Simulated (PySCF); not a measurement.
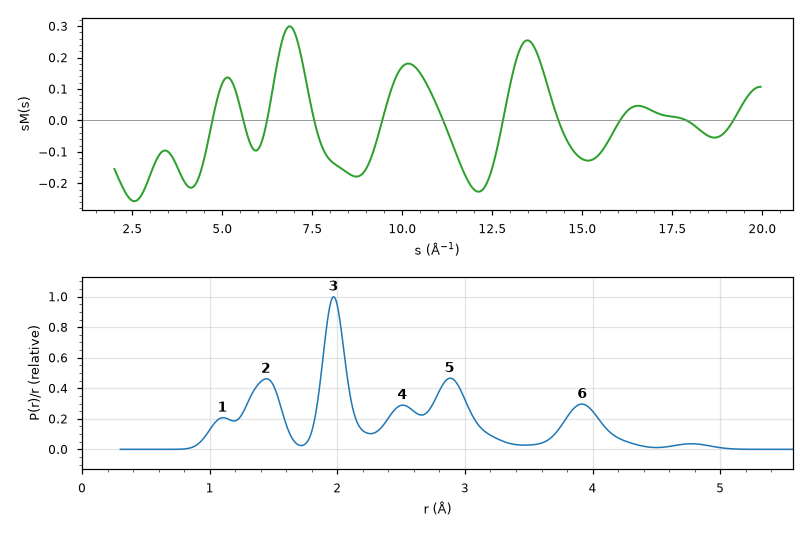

Simulated gas electron diffraction: reduced molecular intensity sM(s) from the Debye equation in the first Born approximation (top) and the radial distribution curve (bottom) of C3H6Se. Each pair of atoms contributes with weight ZᵢZⱼ/r; damping constant 0.002 Å²; vibrational amplitudes assumed, not computed: 0.05 Å for bonds, 0.078 Å for bonds to H, 0.06 + 0.015 r up to 0.15 Å for other pairs. The geometry is the end point of an optimisation (PBE0-D3(BJ)/def2-SVP geometry optimisation, gas phase (PySCF 2.14.0, density-fitted response routines)); it may be a saddle point or a higher isomer. SMILES: C=CC[SeH].

Q: Assign the numbered peaks of the radial distribution curve (– bonded, ··· not bonded).

A: Peak 1, 1.10 Å: C–H 1.09–1.10 Å (×5)
Peak 2, 1.44 Å: C–C 1.33–1.49 Å (×2), Se–H 1.47 Å, not resolved
Peak 3, 1.97 Å: Se–C 1.97 Å, C···H 2.11–2.20 Å (×6), not resolved
Peak 4, 2.51 Å: Se···H 2.46–2.55 Å (×2), C···C 2.50 Å, C···H 2.54–2.66 Å (×2), not resolved
Peak 5, 2.88 Å: Se···C 2.88 Å, Se···H 3.16 Å, not resolved
Peak 6, 3.92 Å: Se···C 3.91 Å, Se···H 4.21 Å, not resolved
